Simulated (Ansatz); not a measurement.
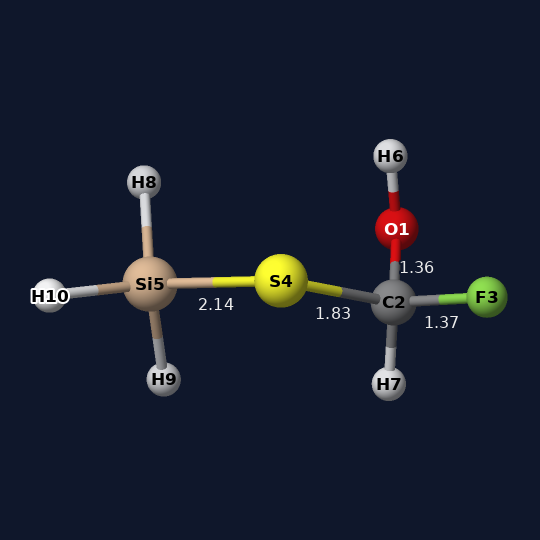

The numbers beside the sticks are distances in Å. Sticks don't show bond order. The geometry was computed by an optimisation with PBE0-D4/def2-TZVP.

### Which of the marked bonds are single, double, triple or aromatic?

O1–C2 single; C2–F3 single; C2–S4 single; S4–Si5 single.

### Give the structure as SMILES.

O[C@@H](F)S[SiH3]
